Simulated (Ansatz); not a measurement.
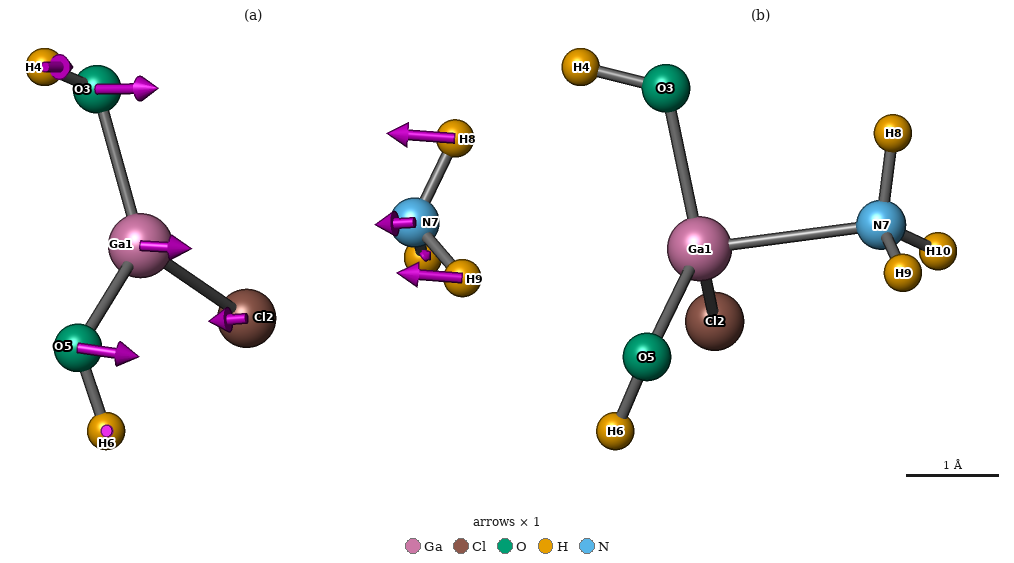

The structure of GaNH5O2Cl before (left) and after (right) a relaxation, at one scale. The purple arrows give the displacements, at their true length.

A ball-and-stick model, seen face on.

The run prepares an end point of a later path (reaction) calculation, from a guessed geometry.

Level of theory: RKS PBE0-D4/def2-SVP in Ansatz. (no spin polarisation; force threshold 0.03 eV/Å; at most 50 steps)

Question: Describe what moved and what it gained.

Answer: The largest move after the best rigid fit is that of O3, 0.80 Å. By element the largest moves are O 0.80 Å, H 0.76 Å, Ga 0.59 Å, N 0.47 Å, Cl 0.46 Å. Among the contacts that change: Ga1–N7 3.108 → 2.060 Å, Ga1–O3 1.770 → 1.799 Å, Ga1–Cl2 2.214 → 2.186 Å, N7–H10 1.037 → 1.020 Å. New bonds form, among them: Ga1–N7 (3.11 → 2.06 Å). Among the angles between lasting bonds that change: Cl2–Ga1–O5 120.0° → 115.1°, Ga1–O3–H4 112.0° → 114.9°, O3–Ga1–O5 121.7° → 119.4°. Groups turn about Ga1–O3 by about 85°, Ga1–O5 by about 30°. Over 10 accepted moves (11 points after the start) the energy falls by 23.2 kcal/mol. The largest force component goes from 0.92 to 0.027 eV/Å. The line search rejected the trial step at point 8 of the run.

Limits of the set-up: the start holds two separate molecules, 2.6 Å apart at their closest, whose relative position is a soft coordinate.
